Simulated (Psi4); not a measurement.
Approach curve of the dimer H2 ··· CH3Cl (SMILES [H][H] and CCl). Monomers: optimised at B3LYP-D3(BJ) (def2-TZVP), held rigid. Orientation: a random orientation, not optimised. Only R, the distance of the centres of mass, is varied, so the lowest point isn't the relaxed dimer.

Geometry at R = 3.44 Å (first 2 atoms: monomer A):
```
7

H      0.3719     0.0000     0.0000
H     -0.3719     0.0000     0.0000
C     -3.4627     1.3373     1.4504
Cl    -2.3958     2.2639     0.3444
H     -4.1741     0.7781     0.8502
H     -2.8450     0.6634     2.0362
H     -3.9787     2.0408     2.0966
```

Method: SAPT0/jun-cc-pVDZ, frozen core run with Psi4 1.11.

Components in kcal/mol:

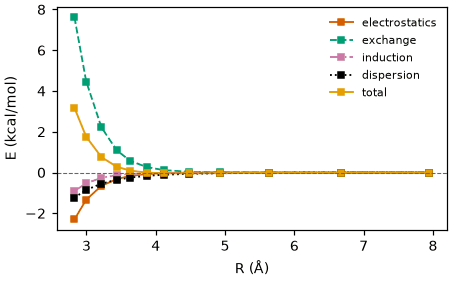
Figure: Components of the interaction energy.

```json
[
 {"R / Å": "2.83", "electrostatics": "-2.30", "exchange": "7.62", "induction": "-0.91", "dispersion": "-1.23", "total": "3.18"},
 {"R / Å": "3.00", "electrostatics": "-1.33", "exchange": "4.46", "induction": "-0.53", "dispersion": "-0.85", "total": "1.75"},
 {"R / Å": "3.22", "electrostatics": "-0.65", "exchange": "2.21", "induction": "-0.26", "dispersion": "-0.54", "total": "0.76"},
 {"R / Å": "3.44", "electrostatics": "-0.32", "exchange": "1.09", "induction": "-0.13", "dispersion": "-0.36", "total": "0.29"},
 {"R / Å": "3.63", "electrostatics": "-0.17", "exchange": "0.59", "induction": "-0.07", "dispersion": "-0.25", "total": "0.10"},
 {"R / Å": "3.87", "electrostatics": "-0.07", "exchange": "0.27", "induction": "-0.03", "dispersion": "-0.16", "total": "0.00"},
 {"R / Å": "4.12", "electrostatics": "-0.03", "exchange": "0.12", "induction": "-0.02", "dispersion": "-0.11", "total": "-0.04"},
 {"R / Å": "4.48", "electrostatics": "-0.01", "exchange": "0.04", "induction": "-0.01", "dispersion": "-0.06", "total": "-0.04"},
 {"R / Å": "4.93", "electrostatics": "0.00", "exchange": "0.01", "induction": "0.00", "dispersion": "-0.03", "total": "-0.03"},
 {"R / Å": "5.64", "electrostatics": "0.00", "exchange": "0.00", "induction": "0.00", "dispersion": "-0.01", "total": "-0.01"},
 {"R / Å": "6.67", "electrostatics": "0.00", "exchange": "0.00", "induction": "0.00", "dispersion": "-0.01", "total": "0.00"},
 {"R / Å": "7.95", "electrostatics": "0.00", "exchange": "0.00", "induction": "0.00", "dispersion": "0.00", "total": "0.00"}
]
```
